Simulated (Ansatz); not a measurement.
# Al (Aluminum, Fm-3m): thermal expansion from first principles, part 3 of 4

How much does Aluminum expand with temperature?

What experiment has found for this phase:
- volume expansion coefficient 69 1e-6/K and heat capacity C_P per formula unit 24.2 J/mol/K near room temperature (given in “High-Throughput Prediction of Finite-Temperature Properties using the Quasi-Harmonic Approximation”, 2016, arXiv:1603.06924)

Ansatz 0.2.0; DFT PBEsol, scalar-relativistic, plane waves, PAW (the session's first sound run).

So far, principal linear expansion coefficients at 298 K (× 1e-6/K): step 5 (the quasi-harmonic study, functional PBEsol) 22.4.

### 7. Relaxing at another setting

The functional, the potentials or the cutoff change, so the crystal is relaxed again at the new setting.

This step: DFT PBE+D3(BJ), scalar-relativistic, plane waves, PAW (Ansatz 0.2.0).

Input file input.yaml:

```yaml
crystal:
  lattice:
    - [0.0, 2.0068996119, 2.0068996119]
    - [2.0068996119, 0.0, 2.0068996119]
    - [2.0068996119, 2.0068996119, 0.0]
  atoms:
    - { symbol: Al, position: [0.0, 0.0, 0.0] }
kpoints:
  mp_grid: { grid: [20, 20, 20] }
hamiltonian:
  xc: pbe
  dispersion: d3bj
scf:
  occupations: { method: methfessel_paxton, width: 0.2 }
  lower_state_search: "off"
output:
  forces: true
  stress: true
  eigenvalues: true
relax:
  adjacent_minimum: "off"
  f_tol: 0.001
  max_steps: 60
  cell: { stress_tol: 0.01 }
```

On the command line:

```bash
$ ansatz run input.yaml --threads 4 --pin off --max-ram 16384MiB --backend cpu --events-out ev --progress --plain --runs-dir out
```

Numbers of over 12 decimals in the logs are rounded to 6 here.

Output:

```text
[...]
Crystal: 1 atoms, lattice volume = 16.166 Å³
Basis set: ecut = 420 eV, 331 PW (Γ), exchange–correlation on 40×40×40 points (8 copies of the dense FFT grid, shifted against one another)
Bands: 6, of which v1, the nominal top of the filled ones, is band 2 counted from 1 (1 counted from 0)
Symmetry: 48 space group operations
[...]
k-points: 256 of 8000
[...]
SCF iter   1: F=—  HF=-537.843914 eV  |F-HF|=—  |Δ(HF+E_count)|=         —  Δρ=5.49e-4  dr2=2.06e-5  ethr=1.77e-3  ⟨swp⟩=4.6  Hψ=12561  notcnv=0
[...]
SCF iter   3: F=-537.843962 eV  HF=-537.843962 eV  |F-HF|=9.94e-9  |Δ(HF+E_count)|=   1.02e-5  S|Δr|=    0.00e0  Δρ=2.02e-5  dr2=6.81e-8  ethr=3.33e-9  ⟨swp⟩=4.4  Hψ=7030  notcnv=0
SCF 1 converged in 3 iterations: F = -537.843962 eV  dr2 = 6.81e-8
[...]
relax step   1: F+E_penalty+E_count = -537.84396176 eV  Δ(F+E_penalty+E_count) = +0.000e0 eV  max|allowed force component| = 0.000e0 eV/Å  Δτ_max = 0.0000 Å  P = -1.976 GPa  Ω = 16.166 Å³  (3 SCF iters, dr2 threshold 1.00e-7 eV, accepted)
Crystal: 1 atoms, lattice volume = 15.746 Å³
[...]
SCF iter   3: F=-537.846590 eV  HF=-537.846590 eV  |F-HF|=2.17e-9  |Δ(HF+E_count)|=   2.60e-5  S|Δr|=    0.00e0  Δρ=3.49e-6  dr2=9.24e-10  ethr=3.33e-9  ⟨swp⟩=4.1  Hψ=8879  notcnv=0
SCF 2 converged in 3 iterations: F = -537.846590 eV  dr2 = 9.24e-10
relax step   2: F+E_penalty+E_count = -537.84658993 eV  Δ(F+E_penalty+E_count) = -2.628e-3 eV  max|allowed force component| = 0.000e0 eV/Å  Δτ_max = 0.0000 Å  P = +0.181 GPa  Ω = 15.746 Å³  energy of the carried Pulay correction = +2.050e-4 eV  (3 SCF iters, dr2 threshold 1.00e-7 eV, accepted)
Crystal: 1 atoms, lattice volume = 15.781 Å³
[...]
SCF iter   3: F=-537.846591 eV  HF=-537.846591 eV  |F-HF|=2.51e-11  |Δ(HF+E_count)|=   1.92e-7  S|Δr|=    0.00e0  Δρ=5.57e-7  dr2=3.01e-11  ethr=2.74e-9  ⟨swp⟩=3.8  Hψ=5721  notcnv=0
SCF 3 converged in 3 iterations: F = -537.846591 eV  dr2 = 3.01e-11
relax step   3: F+E_penalty+E_count = -537.84659144 eV  Δ(F+E_penalty+E_count) = -1.508e-6 eV  max|allowed force component| = 0.000e0 eV/Å  Δτ_max = 0.0000 Å  P = -0.009 GPa  Ω = 15.781 Å³  energy of the carried Pulay correction = +1.880e-4 eV  (3 SCF iters, dr2 threshold 8.23e-8 eV, accepted)
[...]
relax step   4: F+E_penalty+E_count = -537.84642380 eV  Δ(F+E_penalty+E_count) = +1.676e-4 eV  max|allowed force component| = 0.000e0 eV/Å  Δτ_max = 0.0000 Å  P = -0.027 GPa  Ω = 15.781 Å³  stress off target by 2.72e-2 GPa  SCF on the basis re-selected at this cell (its energy is not comparable with the rows above)  (4 SCF iters)
[...]
relax step   5: F+E_penalty+E_count = -537.84642665 eV  Δ(F+E_penalty+E_count) = -2.844e-6 eV  max|allowed force component| = 0.000e0 eV/Å  Δτ_max = 0.0000 Å  P = -0.001 GPa  Ω = 15.776 Å³  energy of the carried Pulay correction = +2.421e-6 eV  (3 SCF iters, dr2 threshold 1.85e-9 eV, accepted)
[...]
SCF iter   4: F=-537.846424 eV  HF=-537.846424 eV  |F-HF|=0.00e0  |Δ(HF+E_count)|=  5.23e-12  S|Δr|=    0.00e0  Δρ=9.59e-9  dr2=8.77e-15  ethr=1.00e-12  ⟨swp⟩=2.0  Hψ=4606  notcnv=0
SCF 6 converged in 4 iterations: F = -537.846424 eV  dr2 = 8.77e-15
relax step   6: F+E_penalty+E_count = -537.84642389 eV  Δ(F+E_penalty+E_count) = +2.760e-6 eV  max|allowed force component| = 0.000e0 eV/Å  Δτ_max = 0.0000 Å  P = -0.001 GPa  Ω = 15.776 Å³  stress off target by 9.44e-4 GPa  SCF on the basis re-selected at this cell (its energy is not comparable with the rows above)  (4 SCF iters)
[...]
SCF converged after 4 iterations
[...]
Free energy (F): -537.846424 eV
[...]
Internal energy: -537.846204 eV  (E = F + TS)
E sigma→0 (E₀):  -537.846369 eV
Entropy (-TS):   -0.000220 eV (-0.220 meV/atom)
Fermi energy:    8.468851 eV
[...]
--- Stress (GPa, compression-positive) ---
       -0.000944       0.000000       0.000000
        0.000000      -0.000944       0.000000
        0.000000       0.000000      -0.000944
  P = ⅓ Tr σ = -0.0009 GPa (-0.009 kbar)
--- Band table (eV; the first three rows and the last of 256) ---
[...]
--- Relaxed structure (4 steps of the walk, 4 accepted, 2 SCFs on fresh bases) ---
[...]
cell:  # Å, volume = 15.7761 Å³
    - [0, 1.990626, 1.990626]
    - [1.990626, 0, 1.990626]
    - [1.990626, 1.990626, 0]
  atoms:
    - { symbol: Al, position: [0.0, 0.0, 0.0] }
```

It took 3.6 s on 4 threads of Arm Neoverse V1, shared host; peak memory 0.3 GiB.

The steps of the relaxation:

| step | energy less that of the first step (eV) | largest force component (eV/Å) | pressure (GPa) | volume (Å³) |
| --- | --- | --- | --- | --- |
| 1 | 0.0000 | 0.0000 | -1.98 | 16.17 |
| 2 | -0.0026 | 0.0000 | 0.18 | 15.75 |
| 3 | -0.0026 | 0.0000 | -0.01 | 15.78 |
| 4* | -0.0025 | 0.0000 | -0.03 | 15.78 |
| 5 | -0.0025 | 0.0000 | 0.00 | 15.78 |
| 6* | -0.0025 | 0.0000 | 0.00 | 15.78 |

Relaxation steps marked * repeat the geometry before them on a plane-wave basis chosen anew for their cell, so energy and pressure can jump there.

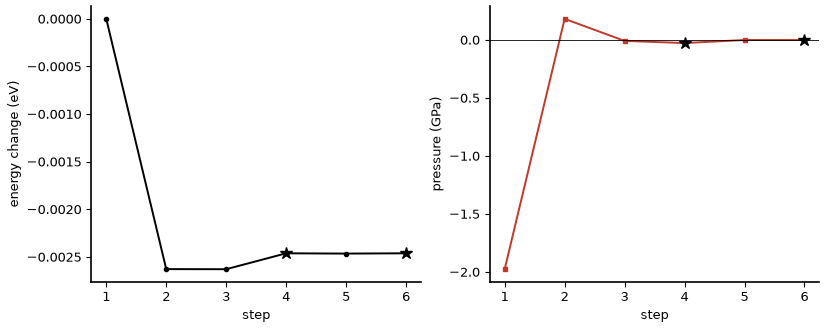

Energy and pressure along the relaxation. Stars mark steps on a basis chosen anew.

| conventional cell, symmetrised | before | after | change |
| --- | --- | --- | --- |
| a (Å) | 4.014 | 3.981 | -0.8 % |
| b (Å) | 4.014 | 3.981 | -0.8 % |
| c (Å) | 4.014 | 3.981 | -0.8 % |
| volume (Å³/atom) | 16.17 | 15.78 | -2.4 % |

Final coordinates:

```xyz
1
Lattice="0.0000 1.9906 1.9906 1.9906 0.0000 1.9906 1.9906 1.9906 0.0000" Properties=species:S:1:pos:R:3 pbc="T T T"
Al    0.0000    0.0000    0.0000
```

Numbers from this step:

| Item | Value |
| --- | --- |
| pressure | -9.44e-4 GPa |
| volume per atom | 15.78 Å³/atom |

The residual pressure is -9.4e-4 GPa, small enough for phonons.

### 8. Phonons on strained cells

The study relaxes the crystal at several strains, solves the phonons on some of them and minimises the free energy at each temperature (static energy, vibrations, the electrons in a metal, and PV under a set pressure); the q-mesh sets how far the force constants reach.

input.yaml, the sections that differ from step 7:

```yaml
crystal:
  lattice:
    - [0.0, 1.9906255156, 1.9906255156]
    - [1.9906255156, 0.0, 1.9906255156]
    - [1.9906255156, 1.9906255156, 0.0]
  atoms:
    - { symbol: Al, position: [0.0, 0.0, 0.0] }
output:
  eigenvalues: true
phonons:
  method: dfpt
  qmesh: [4, 4, 4]
  temperatures: { t_max: 850.0, t_step: 50 }
  thermal_expansion: {}
# kpoints, hamiltonian, scf: as in step 7
# relax: removed
```

Output:

```text
[...]
Crystal: 1 atoms, lattice volume = 15.776 Å³
Basis set: ecut = 487.2 eV, 387 PW (Γ), exchange–correlation on 48×48×48 points (8 copies of the dense FFT grid, shifted against one another)
Bands: 6, of which v1, the nominal top of the filled ones, is band 2 counted from 1 (1 counted from 0)
Symmetry: 48 space group operations
[...]
k-points: 256 of 8000
[...]
SCF iter   1: F=—  HF=-537.846894 eV  |F-HF|=—  |Δ(HF+E_count)|=         —  Δρ=5.84e-4  dr2=2.11e-5  ethr=1.77e-3  ⟨swp⟩=4.6  Hψ=12616  notcnv=0
[...]
SCF iter   5: F=-537.846920 eV  HF=-537.846920 eV  |F-HF|=2.05e-12  |Δ(HF+E_count)|=  8.19e-12  S|Δr|=    0.00e0  Δρ=1.96e-7  dr2=6.52e-12  ethr=1.00e-12  ⟨swp⟩=5.1  Hψ=6416  notcnv=0
SCF 1 converged in 5 iterations: F = -537.846920 eV  dr2 = 6.52e-12
[...]
relax step   1: F+E_penalty+E_count = -537.84691973 eV  Δ(F+E_penalty+E_count) = +0.000e0 eV  max|allowed force component| = 0.000e0 eV/Å  Δτ_max = 0.0000 Å  (5 SCF iters, accepted)
SCF converged after 5 iterations
[...]
Free energy (F): -537.846920 eV
[...]
Internal energy: -537.846700 eV  (E = F + TS)
E sigma→0 (E₀):  -537.846865 eV
Entropy (-TS):   -0.000220 eV (-0.220 meV/atom)
Fermi energy:    8.468883 eV
[...]
--- Stress (GPa, compression-positive) ---
       -0.009473       0.000000      -0.000000
       -0.000000      -0.009473      -0.000000
       -0.000000      -0.000000      -0.009473
  P = ⅓ Tr σ = -0.0095 GPa (-0.095 kbar)
--- Band table (eV; the first three rows and the last of 256) ---
[...]
── thermal expansion: 3 new cells, 3 in all ──
thermal expansion: variable-cell relaxation of cell 1
thermal expansion: relaxation of cell 1
thermal expansion: relaxation of cell 2
thermal expansion: relaxation of cell 3
── thermal expansion: 2 new cells, 5 in all ──
thermal expansion: relaxation of cell 4
thermal expansion: electrons of cell 4
thermal expansion: phonons of cell 4
[...]
thermal expansion: relaxation of cell 5
thermal expansion: electrons of cell 1
thermal expansion: electrons of cell 2
thermal expansion: electrons of cell 3
thermal expansion: electrons of cell 5
thermal expansion: phonons of cell 5
[...]
── thermal expansion: 7 new cells, 12 in all ──
thermal expansion: relaxation of cell 6
thermal expansion: relaxation of cell 7
thermal expansion: relaxation of cell 8
thermal expansion: relaxation of cell 9
thermal expansion: relaxation of cell 10
thermal expansion: relaxation of cell 11
thermal expansion: relaxation of cell 12
thermal expansion: electrons of cell 6
thermal expansion: electrons of cell 7
thermal expansion: electrons of cell 8
thermal expansion: electrons of cell 9
thermal expansion: electrons of cell 10
thermal expansion: electrons of cell 11
thermal expansion: electrons of cell 12
thermal expansion: phonons of cell 6
[...]
thermal expansion: phonons of cell 7
[...]
thermal expansion: phonons of cell 8
[...]
thermal expansion: phonons of cell 9
[...]
--- Relaxed structure (1 steps of the walk, 1 accepted, 0 SCFs on fresh bases) ---
  F+E_penalty+E_count = -537.84691973 eV   max|allowed force component| = 0.000e0 eV/Å
  atoms:
    - { symbol: Al, position: [0.0, 0.0, 0.0] }
--- Thermal expansion: 12 cells in 3 rounds, 0 GPa ---
  no lower state was looked for at cell 4: scf.lower_state_search: off
  without vibrations: a 2.81509, b 2.81509, c 2.81509 Å, V 15.7748 Å³, B 85.97 GPa
  at 0 K: a 2.82437, b 2.82437, c 2.82437 Å, V 15.9312 Å³, B 83.37 GPa
  zero-point expansion: a +0.329, b +0.329, c +0.329, V +0.991 %
[...]
0.00    2.82437    2.82437    2.82437    15.9312 |    0.00    0.00    0.00    0.00 |   37.58 |     0.000     0.000 |    83.37    83.37
   100.00    2.82539    2.82539    2.82539    15.9486 |   10.29   10.29   10.29   30.87 |   51.11 |    12.044    11.968 |    82.54    83.06
   200.00    2.82958    2.82958    2.82958    16.0195 |   17.89   17.89   17.89   53.66 |   58.31 |    20.819    20.373 |    80.14    81.89
   298.15    2.83499    2.83499    2.83499    16.1117 |   20.77   20.77   20.77   62.32 |       - |    23.806    22.935 |    77.50    80.44
   350.00    2.83812    2.83812    2.83812    16.1651 |   21.76   21.76   21.76   65.29 |   63.96 |    24.703    23.599 |    76.07    79.63
   450.00    2.84454    2.84454    2.84454    16.2749 |   23.31   23.31   23.31   69.93 |   66.71 |    25.940    24.359 |    73.26    78.01
   550.00    2.85137    2.85137    2.85137    16.3926 |   24.69   24.69   24.69   74.08 |   69.22 |    26.898    24.800 |    70.40    76.35
   650.00    2.85862    2.85862    2.85862    16.5179 |   26.07   26.07   26.07   78.22 |   71.64 |    27.766    25.097 |    67.47    74.65
   750.00    2.86629    2.86629    2.86629    16.6512 |   27.54   27.54   27.54   82.61 |   74.10 |    28.630    25.322 |    64.47    72.89
   850.00    2.87442    2.87442    2.87442    16.7933 |   29.15   29.15   29.15   87.44 |   76.66 |    29.539    25.505 |    61.37    71.08
[...]
vibrations' free energy: its fit leaves 0.0000 meV an atom at the most
[...]
free energies summed between the sampled wave vectors
[...]
the energies and the vibrations are of d3bj (s6 = 1.0, s8 = 0.7875, a1 = 0.4289, a2_bohr = 4.4407) at the weights and the pressure of the crystal at rest
[...]
eigensolver_not_converged in the phonons of 6 cells: 4, 5, 6, 7, 8, 9
```

It took 8 min on 4 threads; peak memory 2.2 GiB.

Numbers from this step:

```
pressure                                         : -0.009473 GPa
volume expansion coefficient at 298 K            : 62.32 1e-6/K
C_P at 298 K                                     : 23.81 J/mol-atom/K
entropy at 298 K                                 : 26.60 J/mol-atom/K
isothermal bulk modulus at 298 K                 : 77.50 GPa
Grüneisen parameter at 298 K                     : 2.043
volume at 298 K                                  : 16.11 Å³/atom
principal linear expansion coefficients at 298 K : 20.77, 20.77, 20.77 1e-6/K
```

Strained cells of the study; zero-point energy where phonons were solved; the pressures are stresses at a fixed cutoff and can carry an offset from the finite basis. Expansion cells, by row:

| cell | \|a\| (Å) | \|b\| (Å) | \|c\| (Å) | V (Å³/atom) | E - E_lowest (meV/atom) | pressure, compression positive (GPa) | gap (eV) | zero-point energy (meV/atom) |
| --- | --- | --- | --- | --- | --- | --- | --- | --- |
| 1 | 2.815 | 2.815 | 2.815 | 15.78 | 0 | -0.011 | - | - |
| 2 | 2.838 | 2.838 | 2.838 | 16.16 | 2.386 | -1.949 | - | - |
| 3 | 2.793 | 2.793 | 2.793 | 15.4 | 2.452 | 2.166 | - | - |
| 4 | 2.815 | 2.815 | 2.815 | 15.78 | 0 | -0.025 | - | 41.93 |
| 5 | 2.829 | 2.829 | 2.829 | 16.02 | 0.968 | -1.264 | - | 40.7 |
| 6 | 2.846 | 2.846 | 2.846 | 16.3 | 4.379 | -2.596 | - | 39.28 |
| 7 | 2.861 | 2.861 | 2.861 | 16.56 | 9.65 | -3.734 | - | 37.98 |
| 8 | 2.877 | 2.877 | 2.877 | 16.83 | 16.85 | -4.782 | - | 36.7 |
| 9 | 2.892 | 2.892 | 2.892 | 17.11 | 25.9 | -5.747 | - | 35.43 |
| 10 | 2.787 | 2.787 | 2.787 | 15.31 | 3.829 | 2.739 | - | - |
| 11 | 2.801 | 2.801 | 2.801 | 15.54 | 0.926 | 1.307 | - | - |
| 12 | 2.916 | 2.916 | 2.916 | 17.52 | 42.44 | -7.029 | - | - |

Quasi-harmonic; a, b, c are the run's own cell vectors. Expansion, by row:

| T (K) | a (Å) | b (Å) | c (Å) | alpha (deg) | beta (deg) | gamma (deg) | cell volume (Å³/cell) | alpha_a (1e-6/K) | alpha_b (1e-6/K) | alpha_c (1e-6/K) | alpha_V (1e-6/K) | C_P (J/mol-atom/K) | C_V (J/mol-atom/K) | S (J/mol-atom/K) | B_T (GPa) | B_S (GPa) | Grueneisen | extrapolation | fit error (1e-6/K) |
| --- | --- | --- | --- | --- | --- | --- | --- | --- | --- | --- | --- | --- | --- | --- | --- | --- | --- | --- | --- |
| 0 | 2.824 | 2.824 | 2.824 | 60 | 60 | 60 | 15.93 | 0 | 0 | 0 | 0 | 0 | 0 | 0 | 83.37 | 83.37 | - | 0 | 0 |
| 50 | 2.824 | 2.824 | 2.824 | 60 | 60 | 60 | 15.93 | 2.71 | 2.71 | 2.71 | 8.14 | 3.165 | 3.162 | 1.021 | 83.27 | 83.34 | 2.056 | 0 | 0 |
| 100 | 2.825 | 2.825 | 2.825 | 60 | 60 | 60 | 15.95 | 10.29 | 10.29 | 10.29 | 30.87 | 12.04 | 11.97 | 6.015 | 82.54 | 83.06 | 2.045 | 0 | 0 |
| 150 | 2.827 | 2.827 | 2.827 | 60 | 60 | 60 | 15.98 | 15.14 | 15.14 | 15.14 | 45.43 | 17.72 | 17.47 | 12.09 | 81.41 | 82.54 | 2.037 | 0 | 0.01 |
| 200 | 2.83 | 2.83 | 2.83 | 60 | 60 | 60 | 16.02 | 17.89 | 17.89 | 17.89 | 53.66 | 20.82 | 20.37 | 17.65 | 80.14 | 81.89 | 2.036 | 0 | 0.01 |
| 250 | 2.832 | 2.832 | 2.832 | 60 | 60 | 60 | 16.06 | 19.6 | 19.6 | 19.6 | 58.8 | 22.65 | 21.99 | 22.51 | 78.81 | 81.17 | 2.039 | 0 | 0.02 |
| 298.1 | 2.835 | 2.835 | 2.835 | 60 | 60 | 60 | 16.11 | 20.77 | 20.77 | 20.77 | 62.32 | 23.81 | 22.93 | 26.6 | 77.5 | 80.44 | 2.043 | 0 | 0.02 |
| 300 | 2.835 | 2.835 | 2.835 | 60 | 60 | 60 | 16.11 | 20.81 | 20.81 | 20.81 | 62.43 | 23.84 | 22.96 | 26.75 | 77.45 | 80.41 | 2.043 | 0 | 0.02 |
| 350 | 2.838 | 2.838 | 2.838 | 60 | 60 | 60 | 16.17 | 21.76 | 21.76 | 21.76 | 65.29 | 24.7 | 23.6 | 30.49 | 76.07 | 79.63 | 2.049 | 0 | 0.02 |
| 400 | 2.841 | 2.841 | 2.841 | 60 | 60 | 60 | 16.22 | 22.58 | 22.58 | 22.58 | 67.73 | 25.38 | 24.04 | 33.84 | 74.67 | 78.83 | 2.055 | 0 | 0.02 |
| 450 | 2.845 | 2.845 | 2.845 | 60 | 60 | 60 | 16.27 | 23.31 | 23.31 | 23.31 | 69.93 | 25.94 | 24.36 | 36.86 | 73.26 | 78.01 | 2.061 | 0 | 0.03 |
| 500 | 2.848 | 2.848 | 2.848 | 60 | 60 | 60 | 16.33 | 24.01 | 24.01 | 24.01 | 72.03 | 26.44 | 24.61 | 39.62 | 71.84 | 77.19 | 2.068 | 0 | 0.03 |
| 550 | 2.851 | 2.851 | 2.851 | 60 | 60 | 60 | 16.39 | 24.69 | 24.69 | 24.69 | 74.08 | 26.9 | 24.8 | 42.16 | 70.4 | 76.35 | 2.076 | 0 | 0.03 |
| 600 | 2.855 | 2.855 | 2.855 | 60 | 60 | 60 | 16.45 | 25.38 | 25.38 | 25.38 | 76.13 | 27.34 | 24.96 | 44.52 | 68.94 | 75.51 | 2.084 | 0 | 0.03 |
| 650 | 2.859 | 2.859 | 2.859 | 60 | 60 | 60 | 16.52 | 26.07 | 26.07 | 26.07 | 78.22 | 27.77 | 25.1 | 46.73 | 67.47 | 74.65 | 2.092 | 0 | 0.04 |
| 700 | 2.862 | 2.862 | 2.862 | 60 | 60 | 60 | 16.58 | 26.79 | 26.79 | 26.79 | 80.37 | 28.2 | 25.22 | 48.8 | 65.98 | 73.78 | 2.1 | 0 | 0.04 |
| 750 | 2.866 | 2.866 | 2.866 | 60 | 60 | 60 | 16.65 | 27.54 | 27.54 | 27.54 | 82.61 | 28.63 | 25.32 | 50.76 | 64.47 | 72.89 | 2.109 | 0 | 0.03 |
| 800 | 2.87 | 2.87 | 2.87 | 60 | 60 | 60 | 16.72 | 28.32 | 28.32 | 28.32 | 84.96 | 29.08 | 25.42 | 52.62 | 62.93 | 71.99 | 2.118 | 0 | 0.03 |
| 850 | 2.874 | 2.874 | 2.874 | 60 | 60 | 60 | 16.79 | 29.15 | 29.15 | 29.15 | 87.44 | 29.54 | 25.5 | 54.4 | 61.37 | 71.08 | 2.128 | 0 | 0.03 |

[end of part 3 of 4]

[Logs are printed without paths, hosts, clocks, repeated set-up lines and the standing remarks that a program may print on its own settings, such as how far it seeks lower states.]

[Hosts, paths, dates, database ids (printed as entryN), source tags and the programs' standing remarks are cut or masked in the printed files.]

[A step with changed settings may run another functional than the one named; its input shows which.]
